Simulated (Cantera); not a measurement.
Charge: 1 mol FeS, 200 mol H2, 4.9 mol H2O, at 20.0 mbar.

Equilibrium computed with Cantera from the NASA thermochemical tables; the gas is ideal and each condensed phase is pure. Candidate condensed phases: Fe, FeO, Fe(OH)2, Fe(OH)3, FeS, FeSO4, FeS2, Fe2O3, Fe2(SO4)3, Fe3O4, H2O, H2SO4, S; 22 gas species. Mutual solubility and eutectic melting of coexisting phases are not modelled. FeS: taken at fixed stoichiometry. Gases not in the tables: S3 to S7. Kinetics and transport are ignored.

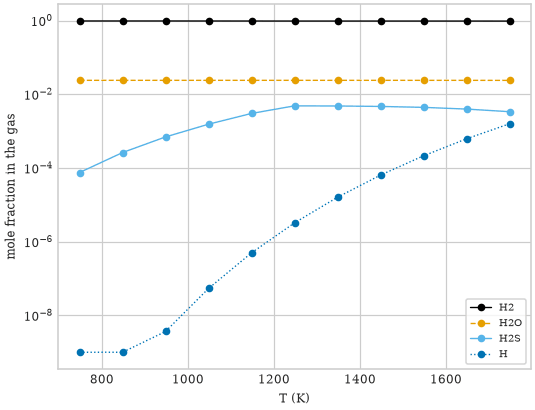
Figure. Equilibrium gas composition (values under 1e-9 drawn at 1e-9)

Problem. Read off the mole fractions at 1748 K.

Solution. H2 about 0.97, H2O about 0.024, H2S about 0.0034, H about 0.0016.
